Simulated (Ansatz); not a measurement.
**A computed series for hypothetical CdI2 type SiO2: carrier doping**

Start from SiO₂ in the CdI2 type structure (space group P-3m1, No. 164; a = 2.6861 Å, c = 4.6018 Å; a hypothetical phase, not in the database extracts checked; layered, stacked along the Cartesian z axis).

Carriers are added at fixed cell with a uniform background; the Fermi–Dirac width is that of 300 K.

Computed with PBE-D3(BJ) (Ansatz, an electronic-structure program, PAW, scalar-relativistic without spin-orbit coupling), earlier PAW set.

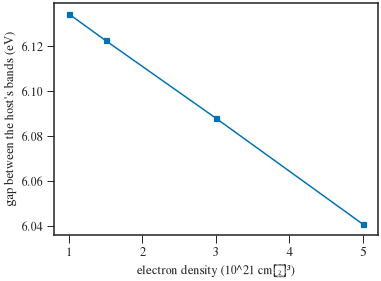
Figure: Gap between the host's bands against electron density

```json
[
 {"electron density (10^21 cm⁻³)": "1", "gap between the host's bands": "6.13 eV"},
 {"electron density (10^21 cm⁻³)": "1.5", "gap between the host's bands": "6.12 eV"},
 {"electron density (10^21 cm⁻³)": "3", "gap between the host's bands": "6.09 eV"},
 {"electron density (10^21 cm⁻³)": "5", "gap between the host's bands": "6.04 eV"}
]
```

Charged cell with a jellium background: band edges are those of the host's band count, energies are not comparable with the neutral cell, and many-body gap narrowing is missing. Gaps are Kohn–Sham eigenvalue differences; semilocal functionals usually give less than the measured gap. Whether these cells are dynamically stable was not tested.
